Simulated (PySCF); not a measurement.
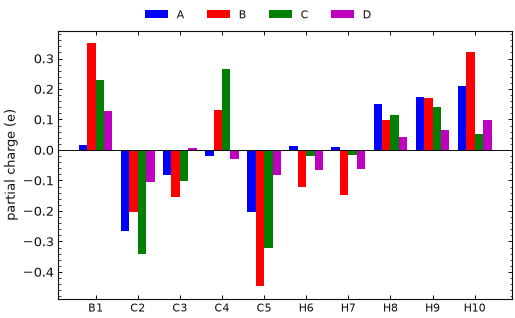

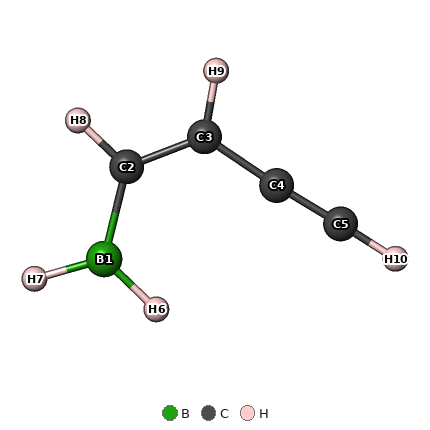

Atomic charges of C₄H₅B, SMILES B/C=C\C#C by 4 schemes, PBE0/pcSseg-1, PySCF, at a GFN2-xTB geometry (no frequency check).

**The schemes are ESP fit, Hirshfeld, IAO and Mulliken. Which series is which?**

A: IAO (C5 −0.20 e); B: ESP fit (C5 −0.45 e); C: Mulliken (C5 −0.32 e); D: Hirshfeld (C5 −0.08 e).

Known limits of this run: the tight-binding geometry is rougher than a DFT one and adds to the error.
